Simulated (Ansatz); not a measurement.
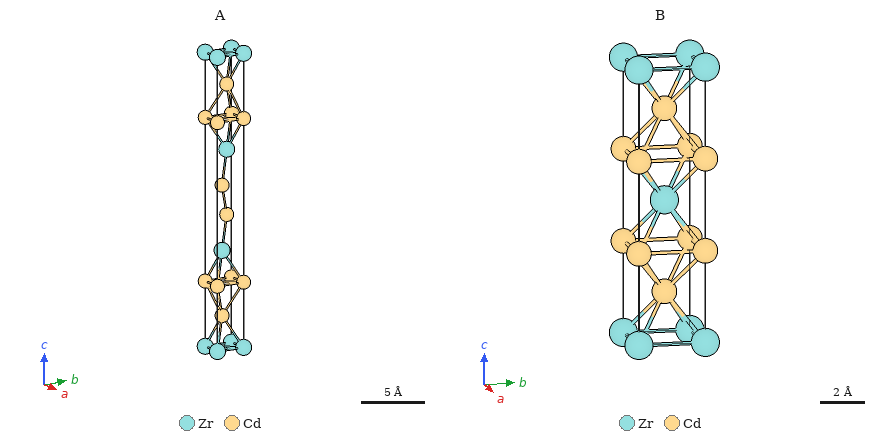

Two structures of ZrCd2, each relaxed to rest (conventional cells in solid outline, small ones repeated, not to one scale). Method: DFT PBE, scalar-relativistic, plane waves, PAW (Ansatz), without spin polarisation.

Which structures are these?

A: 9 atoms a cell on a rhombohedral (trigonal R) lattice, R-3m. B: 6 atoms a cell on a body-centred tetragonal lattice, I4/mmm.

What is the energy order of the two?

B is lower, by 87 meV/atom at this level of theory (energies at zero smearing). Volumes: A 22.0, B 21.6 Å³/atom.

One or both may be structure types tried for this composition rather than known phases.
